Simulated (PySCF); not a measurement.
```xyz
16

C    -3.1583    0.2573   -0.4962
O    -2.4418   -0.7400    0.1554
C    -1.0683   -0.5116    0.1788
C    -0.2122   -1.4194    0.7806
C     1.1174   -1.0169    0.6989
C     1.3061    0.1919    0.0422
Si    2.9383    1.0031   -0.2457
P    -0.2391    0.8701   -0.5041
H    -2.8430    0.3522   -1.5451
H    -4.2157   -0.0159   -0.4489
H    -3.0026    1.2346   -0.0174
H    -0.5602   -2.3271    1.2538
H     1.9405   -1.5918    1.1074
H     4.0183    0.2045    0.3753
H     3.0819    2.3626    0.3188
H     3.3310    1.1554   -1.6651
```

Geometry: GFN2-xTB.

Computed with PBE0/pcSseg-1, SCF density, gas phase, non-relativistic (PySCF).

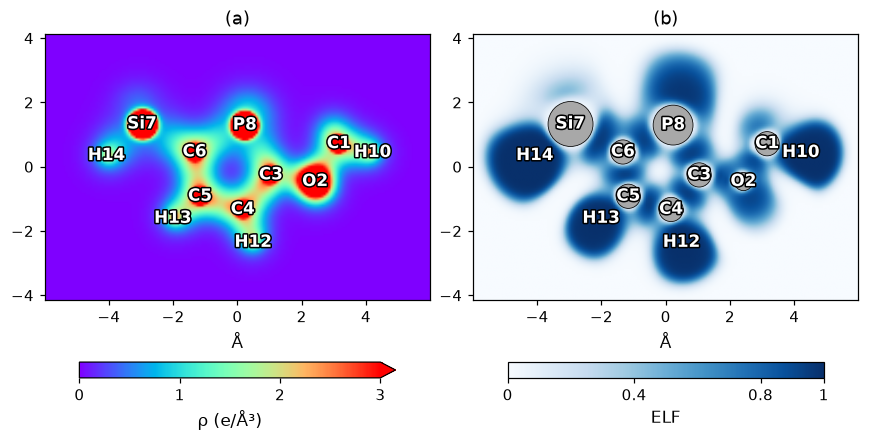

C5H8OPSi (SMILES COc1ccc([SiH3])[p-]1) (charge −1). (a) total electron density; (b) ELF on the plane of atoms O2, C1 and H10. Grey discs cover the atomic cores in the ELF map.

> Read the bonding off the picture.

- The plane passes through C, O, Si, P and H nuclei.
- C–C (1.39 Å): ρ at the midpoint is about 2.1 e/Å³; the ELF peaks at about 0.95 between the atoms (a covalent bond).
- C–O (1.39 Å): ρ is about 2.2 e/Å³ halfway, with its minimum of 1.9 e/Å³ about 0.5 Å from C; the ELF peaks at about 0.90 between the atoms (a shared but strongly polarised pair).
- C–P (1.75 Å): ρ is about 1.2 e/Å³ halfway; the ELF peaks at about 0.95 between the atoms: a covalent bond.
- C–Si (1.85 Å): ρ at the midpoint is about 0.96 e/Å³; the ELF peaks at about 0.95 between the atoms, as expected for a shared electron pair.
- C–H (1.08 Å): ρ at the midpoint is about 1.9 e/Å³; the ELF climbs to about 1 towards the hydrogen, as it does in any bond to H (an ordinary covalent bond to hydrogen).
- The ELF also peaks beside O2 and P8, away from the bonds: lone-pair regions.
